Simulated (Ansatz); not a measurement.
CH8GaNO: nudged elastic band (part 2 of 2)

The same run, continued: CH8GaNO; RKS revPBE/def2-SVP (Ansatz 0.2.0). The run did not end well. It belongs to a series of runs on one base structure; here: band between the two ends.

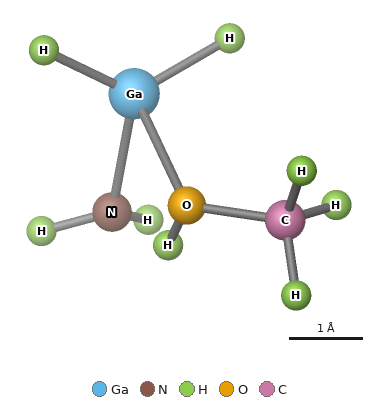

*The structure as given in the input (ball-and-stick view, seen at a tilt). Sticks mark near contacts.*

The last band as extended XYZ (Å, eV, eV/Å)
```
12
Properties=species:S:1:pos:R:3:forces:R:3 image=0 energy=-57067.17713
Ga   -1.4522   -0.2774    0.3916   -0.0039   0.0098  -0.0092
N    -0.0984   -1.2879    1.3407   -0.0020   0.0034   0.0023
H    -1.8029   -0.8463   -1.0468    0.0024   0.0011   0.0092
H    -2.3376    0.6917    1.2694    0.0042  -0.0040  -0.0027
H     0.7360    0.0859    0.5618    0.0001  -0.0009   0.0050
O     0.3802    0.8855    0.0328   -0.0080  -0.0031   0.0154
C     1.0401    1.0356   -1.2276    0.0007  -0.0052  -0.0040
H     0.0709   -2.2485    1.0189    0.0011  -0.0107  -0.0064
H    -0.1743   -1.3207    2.3647    0.0001   0.0007   0.0051
H     2.1086    1.3011   -1.0766    0.0075   0.0053  -0.0016
H     0.9798    0.1169   -1.8537    0.0023  -0.0014  -0.0032
H     0.5500    1.8642   -1.7750   -0.0045   0.0051  -0.0099
12
Properties=species:S:1:pos:R:3:forces:R:3 image=1 energy=-57067.15219
Ga   -1.5126   -0.2776    0.4067    0.0069  -0.0177   0.0154
N    -0.1113   -1.2914    1.3068   -0.0109  -0.0135   0.0175
H    -2.0378   -0.9310   -0.9371    0.0388   0.0101  -0.0164
H    -2.2773    0.7645    1.3141   -0.0043  -0.0064  -0.0055
H     0.6721   -0.0519    0.4785    0.0345   0.0569  -0.0126
O     0.3379    0.7713   -0.0585    0.0148   0.0331   0.0218
C     1.0967    1.0629   -1.2296   -0.0013   0.0022  -0.0046
H     0.0197   -2.2710    1.0283   -0.0211  -0.0177   0.0042
H    -0.0899   -1.2555    2.3331   -0.0281  -0.0295   0.0115
H     2.0816    1.4946   -0.9452    0.0145  -0.0010  -0.0351
H     1.2708    0.1672   -1.8684   -0.0293  -0.0148   0.0016
H     0.5503    1.8181   -1.8286   -0.0144  -0.0015   0.0020
12
Properties=species:S:1:pos:R:3:forces:R:3 image=2 energy=-57067.06814
Ga   -1.5392   -0.2127    0.3691    0.0220   0.0062  -0.0010
N    -0.0936   -1.2647    1.2659    0.0045   0.0006   0.0166
H    -2.2207   -0.9845   -0.8343    0.0640   0.0212  -0.0260
H    -2.2141    0.8460    1.3278   -0.0038   0.0007  -0.0144
H     0.5763   -0.3069    0.4810    0.0209   0.0162   0.0266
O     0.3034    0.6045   -0.1640    0.0224   0.0203   0.0305
C     1.1199    1.0770   -1.2200   -0.0139  -0.0011  -0.0015
H     0.0082   -2.2590    1.0298   -0.0197  -0.0123  -0.0030
H     0.0080   -1.1673    2.2837   -0.0242  -0.0310   0.0059
H     1.9901    1.6381   -0.8068   -0.0006  -0.0052  -0.0414
H     1.5140    0.2552   -1.8644   -0.0446  -0.0091   0.0031
H     0.5479    1.7744   -1.8678   -0.0269  -0.0066   0.0045
12
Properties=species:S:1:pos:R:3:forces:R:3 image=3 energy=-57067.27587
Ga   -1.4974   -0.1116    0.2764    0.1177   0.2774  -0.2424
N    -0.0735   -1.2485    1.2658    0.0450  -0.0084   0.0375
H    -2.1845   -0.9792   -0.8595    0.0635   0.0110  -0.0273
H    -2.2227    0.8266    1.3238    0.0147  -0.0100  -0.0183
H     0.5530   -0.5034    0.6832   -0.0339  -0.5761   0.5273
O     0.2786    0.6597   -0.1600   -0.0628   0.1186  -0.0305
C     1.0833    1.0865   -1.2276   -0.1037   0.0453  -0.0305
H     0.0508   -2.2340    1.0047    0.0709   0.0468  -0.0385
H     0.0154   -1.1575    2.2850    0.0345   0.0106  -0.0100
H     1.9870    1.6123   -0.8304   -0.0557   0.0094  -0.0503
H     1.4576    0.2460   -1.8690   -0.0827   0.0133  -0.0113
H     0.5525    1.8031   -1.8925   -0.0074   0.0620  -0.1056
12
Properties=species:S:1:pos:R:3:forces:R:3 image=4 energy=-57067.48002
Ga   -1.4338   -0.0349    0.2038    0.0648   0.0810  -0.0618
N    -0.1035   -1.2987    1.3118   -0.0138  -0.0249   0.0203
H    -2.1401   -0.9525   -0.8866    0.0944   0.0404  -0.0499
H    -2.1851    0.8338    1.2972    0.0170   0.0023  -0.0279
H     0.6248   -0.6865    0.8520    0.0648  -0.1554   0.1755
O     0.2885    0.7091   -0.1686    0.0060   0.0724   0.0179
C     1.0542    1.1289   -1.2621   -0.0386   0.0296  -0.0327
H     0.0247   -2.2821    1.0479   -0.0091  -0.0391   0.0235
H    -0.0387   -1.2049    2.3316   -0.0507  -0.0551   0.0641
H     1.9675    1.6535   -0.8866   -0.0201   0.0206  -0.0720
H     1.4174    0.2865   -1.9089   -0.0749   0.0040  -0.0171
H     0.5243    1.8478   -1.9315   -0.0397   0.0244  -0.0399
12
Properties=species:S:1:pos:R:3:forces:R:3 image=5 energy=-57067.56281
Ga   -1.3661   -0.0274    0.1699    0.0424   0.0179  -0.0035
N    -0.1103   -1.3213    1.3754    0.0121   0.0356   0.0000
H    -2.0371   -0.9637   -0.9290    0.0884   0.0278  -0.0385
H    -2.1645    0.8287    1.2412    0.0079  -0.0082  -0.0085
H     0.7028   -0.7870    0.9964    0.0078  -0.0533   0.0777
O     0.3337    0.7281   -0.1708    0.0347   0.0279   0.0323
C     1.0228    1.1646   -1.3087   -0.0138   0.0098  -0.0150
H    -0.0075   -2.3160    1.1423   -0.0302  -0.0375   0.0005
H    -0.1260   -1.2187    2.3974   -0.0534  -0.0305   0.0337
H     1.9764    1.6513   -0.9887    0.0005   0.0126  -0.0669
H     1.3073    0.3374   -2.0115   -0.0521  -0.0035  -0.0135
H     0.4687    1.9242   -1.9140   -0.0445   0.0014   0.0018
12
Properties=species:S:1:pos:R:3:forces:R:3 image=6 energy=-57067.60605
Ga   -1.3144   -0.0361    0.1516    0.0287   0.0102  -0.0018
N    -0.1084   -1.3106    1.4247    0.0200   0.0544   0.0055
H    -1.9007   -0.9843   -0.9846    0.0569   0.0163  -0.0206
H    -2.1833    0.7976    1.1853    0.0073  -0.0055  -0.0065
H     0.7359   -0.7881    1.1096   -0.0067  -0.0481   0.0584
O     0.3778    0.7442   -0.1495    0.0196   0.0230   0.0166
C     0.9934    1.1728   -1.3336   -0.0085   0.0086  -0.0119
H     0.0022   -2.3036    1.1884   -0.0190  -0.0480  -0.0024
H    -0.1958   -1.2207    2.4447   -0.0375  -0.0210   0.0160
H     2.0199    1.5447   -1.0976   -0.0017   0.0067  -0.0447
H     1.1136    0.3656   -2.1033   -0.0370  -0.0016  -0.0042
H     0.4600    2.0185   -1.8358   -0.0220   0.0049  -0.0044
12
Properties=species:S:1:pos:R:3:forces:R:3 image=7 energy=-57067.63413
Ga   -1.2525   -0.0486    0.1313    0.0143   0.0048  -0.0010
N    -0.1113   -1.3069    1.4780   -0.0004   0.0217   0.0214
H    -1.7638   -1.0157   -1.0257    0.0275   0.0064  -0.0076
H    -2.1840    0.7683    1.1242    0.0046  -0.0025  -0.0034
H     0.7729   -0.8163    1.2445    0.0035  -0.0214   0.0260
O     0.4274    0.7518   -0.1477    0.0095   0.0124   0.0050
C     0.9658    1.1939   -1.3657   -0.0044   0.0047  -0.0055
H    -0.0076   -2.3020    1.2444   -0.0101  -0.0235  -0.0016
H    -0.2832   -1.2241    2.4884   -0.0160  -0.0094  -0.0070
H     2.0420    1.4560   -1.2232   -0.0023   0.0026  -0.0221
H     0.9266    0.4291   -2.1853   -0.0183   0.0006  -0.0004
H     0.4677    2.1147   -1.7632   -0.0079   0.0036  -0.0038
12
Properties=species:S:1:pos:R:3:forces:R:3 image=8 energy=-57067.64425
Ga   -1.1809   -0.0631    0.1121    0.0026   0.0042  -0.0023
N    -0.1156   -1.3104    1.5336    0.0056  -0.0004  -0.0011
H    -1.6215   -1.0544   -1.0546    0.0011  -0.0019   0.0017
H    -2.1708    0.7315    1.0673   -0.0034   0.0022   0.0015
H     0.8101   -0.8663    1.4071   -0.0053  -0.0006  -0.0005
O     0.4742    0.7736   -0.1590    0.0055  -0.0017  -0.0050
C     0.9383    1.2265   -1.4053   -0.0060  -0.0011   0.0032
H    -0.0287   -2.3080    1.2998   -0.0011   0.0027   0.0049
H    -0.3867   -1.2327    2.5226   -0.0002  -0.0036  -0.0050
H     2.0424    1.3897   -1.3622   -0.0012   0.0014  -0.0009
H     0.7522    0.5091   -2.2471    0.0006   0.0036   0.0029
H     0.4871    2.2047   -1.7143    0.0018  -0.0048   0.0007
```

This output came from the following input.

Input
```yaml
crystal:
  periodic: [false, false, false]
  atoms:
    - { symbol: Ga, position_ang: [-1.452197, -0.277413, 0.391578] }
    - { symbol: "N", position_ang: [-0.098405, -1.287915, 1.340671] }
    - { symbol: H, position_ang: [-1.802935, -0.846338, -1.046822] }
    - { symbol: H, position_ang: [-2.337569, 0.691714, 1.269392] }
    - { symbol: H, position_ang: [0.735961, 0.085949, 0.561751] }
    - { symbol: O, position_ang: [0.380172, 0.885539, 0.032815] }
    - { symbol: C, position_ang: [1.040063, 1.035593, -1.227646] }
    - { symbol: H, position_ang: [0.070899, -2.248507, 1.018915] }
    - { symbol: H, position_ang: [-0.174332, -1.320725, 2.364653] }
    - { symbol: H, position_ang: [2.108639, 1.30112, -1.076579] }
    - { symbol: H, position_ang: [0.979803, 0.116883, -1.853741] }
    - { symbol: H, position_ang: [0.550002, 1.8642, -1.774986] }
basis:
  gaussian: { orbitals: def2-SVP }
hamiltonian:
  xc: revpbe
neb:
  order_check: false
  images: 7
  f_tol: 0.05
  max_iterations: 60
  optimiser: fire
  climbing: true
  final_atoms:
    - { symbol: Ga, position_ang: [-1.18094054, -0.06314394, 0.11210724] }
    - { symbol: "N", position_ang: [-0.11562092, -1.31041864, 1.53361159] }
    - { symbol: H, position_ang: [-1.6214992, -1.05443091, -1.05455257] }
    - { symbol: H, position_ang: [-2.17082281, 0.73147182, 1.06725246] }
    - { symbol: H, position_ang: [0.81006773, -0.86628091, 1.40710765] }
    - { symbol: O, position_ang: [0.47420526, 0.77361561, -0.15903301] }
    - { symbol: C, position_ang: [0.93832884, 1.22652175, -1.40526589] }
    - { symbol: H, position_ang: [-0.0286683, -2.3079623, 1.2997622] }
    - { symbol: H, position_ang: [-0.38666827, -1.23269323, 2.52263041] }
    - { symbol: H, position_ang: [2.0424157, 1.38966381, -1.36224452] }
    - { symbol: H, position_ang: [0.75224865, 0.5090733, -2.24708524] }
    - { symbol: H, position_ang: [0.48705485, 2.20468365, -1.71428934] }
  initial_path:
    images:
      - { positions_ang: [[-1.452197, -0.277413, 0.391578], [-0.098405, -1.287915, 1.340671], [-1.802935, -0.846338, -1.046822], [-2.337569, 0.691714, 1.269392], [0.735961, 0.085949, 0.561751], [0.380172, 0.885539, 0.032815], [1.040063, 1.035593, -1.227646], [0.070899, -2.248507, 1.018915], [-0.174332, -1.320725, 2.364653], [2.108639, 1.30112, -1.076579], [0.979803, 0.116883, -1.853741], [0.550002, 1.8642, -1.774986]] }
      - { positions_ang: [[-1.51968945, -0.2494761, 0.37663592], [-0.08923602, -1.29642608, 1.33513529], [-1.97559654, -0.85825673, -0.98393967], [-2.33498286, 0.7348596, 1.28080267], [0.67215312, -0.04170459, 0.54171902], [0.34672912, 0.79235283, -0.06510437], [1.07394171, 1.04821958, -1.22972726], [0.10784707, -2.25270084, 1.03496894], [-0.07750153, -1.27088604, 2.34147649], [2.0664445, 1.38225119, -0.97394567], [1.14990601, 0.16629802, -1.85111182], [0.58008587, 1.84556916, -1.80690853]] }
      - { positions_ang: [[-1.58718191, -0.2215392, 0.36169383], [-0.08006704, -1.30493717, 1.32959958], [-2.14825808, -0.87017547, -0.92105733], [-2.33239672, 0.7780052, 1.29221334], [0.60834524, -0.16935818, 0.52168704], [0.31328625, 0.69916666, -0.16302375], [1.10782042, 1.06084616, -1.23180853], [0.14479514, -2.25689467, 1.05102288], [0.01932893, -1.22104707, 2.31829997], [2.02425001, 1.46338239, -0.87131235], [1.32000902, 0.21571304, -1.84848264], [0.61016974, 1.82693831, -1.83883106]] }
      - { positions_ang: [[-1.65467436, -0.1936023, 0.34675175], [-0.07089806, -1.31344825, 1.32406386], [-2.32091962, -0.8820942, -0.858175], [-2.32981058, 0.82115081, 1.30362402], [0.54453736, -0.29701177, 0.50165506], [0.27984337, 0.60598049, -0.26094312], [1.14169912, 1.07347275, -1.23388979], [0.18174322, -2.26108851, 1.06707682], [0.1161594, -1.17120811, 2.29512346], [1.98205551, 1.54451358, -0.76867902], [1.49011202, 0.26512805, -1.84585346], [0.64025361, 1.80830747, -1.87075359]] }
      - { positions_ang: [[-1.72216682, -0.1656654, 0.33180967], [-0.06172908, -1.32195934, 1.31852815], [-2.49358116, -0.89401294, -0.79529266], [-2.32722444, 0.86429641, 1.31503469], [0.48072949, -0.42466536, 0.48162309], [0.2464005, 0.51279432, -0.3588625], [1.17557783, 1.08609933, -1.23597106], [0.21869129, -2.26528235, 1.08313076], [0.21298987, -1.12136914, 2.27194695], [1.93986102, 1.62564477, -0.6660457], [1.66021503, 0.31454307, -1.84322428], [0.67033748, 1.78967662, -1.90267612]] }
      - { positions_ang: [[-1.58686025, -0.14003504, 0.27688406], [-0.07520204, -1.31907416, 1.37229901], [-2.27556067, -0.93411743, -0.86010764], [-2.28812403, 0.83109026, 1.25308913], [0.56306405, -0.53506925, 0.71299423], [0.30335169, 0.57799964, -0.30890513], [1.11626558, 1.12120493, -1.27829476], [0.15685139, -2.27595234, 1.13728862], [0.06307533, -1.14920016, 2.33461781], [1.96549969, 1.56664953, -0.8400954], [1.43322344, 0.36317563, -1.94418952], [0.62451682, 1.89342838, -1.85557942]] }
      - { positions_ang: [[-1.45155368, -0.11440467, 0.22195845], [-0.088675, -1.31618899, 1.42606987], [-2.05754018, -0.97422192, -0.92492261], [-2.24902362, 0.79788411, 1.19114357], [0.64539861, -0.64547314, 0.94436537], [0.36030288, 0.64320496, -0.25894775], [1.05695334, 1.15631054, -1.32061847], [0.0950115, -2.28662232, 1.19144648], [-0.0868392, -1.17703119, 2.39728868], [1.99113836, 1.50765429, -1.01414511], [1.20623184, 0.41180818, -2.04515476], [0.57869617, 1.99718014, -1.80848273]] }
      - { positions_ang: [[-1.31624711, -0.08877431, 0.16703285], [-0.10214796, -1.31330381, 1.47984073], [-1.83951969, -1.01432642, -0.98973759], [-2.20992322, 0.76467797, 1.12919802], [0.72773317, -0.75587703, 1.17573651], [0.41725407, 0.70841029, -0.20899038], [0.99764109, 1.19141614, -1.36294218], [0.0331716, -2.29729231, 1.24560434], [-0.23675374, -1.20486221, 2.45995955], [2.01677703, 1.44865905, -1.18819481], [0.97924025, 0.46044074, -2.14612], [0.53287551, 2.10093189, -1.76138603]] }
      - { positions_ang: [[-1.18094054, -0.06314394, 0.11210724], [-0.11562092, -1.31041864, 1.53361159], [-1.6214992, -1.05443091, -1.05455257], [-2.17082281, 0.73147182, 1.06725246], [0.81006773, -0.86628091, 1.40710765], [0.47420526, 0.77361561, -0.15903301], [0.93832884, 1.22652175, -1.40526589], [-0.0286683, -2.3079623, 1.2997622], [-0.38666827, -1.23269323, 2.52263041], [2.0424157, 1.38966381, -1.36224452], [0.75224865, 0.5090733, -2.24708524], [0.48705485, 2.20468365, -1.71428934]] }
```

Command:
```bash
ansatz run input.yaml --threads 2 --pin off --max-ram 3072MiB --backend cpu --events-out ev --progress --plain --runs-dir out
```

Outcome

```json
{"quantity": "outcome", "value": "not converged"}
{"quantity": "barrier, forward (band not converged)", "value": "0.109 eV"}
{"quantity": "barrier, backward", "value": "0.576 eV"}
{"quantity": "hardware", "value": "2 threads of Arm Neoverse V1, 24 GiB of memory available, shared host"}
{"quantity": "wall time", "value": "14 min (CPU time 28 min)"}
{"quantity": "peak memory", "value": "0.16 GiB"}
```

The run did not converge: “NEB band did not converge after 60 iterations: max|band force component| = 9.65e-2 eV/Å (threshold 5.0e-2); raise `neb.max_iterations` in a new run, which can start from the last band evaluated (`neb.initial_path`, with `crystal.atoms` and `neb.final_atoms` set to its first and last images), add images, or start from endpoints closer to local minima …” Its last values are not results.
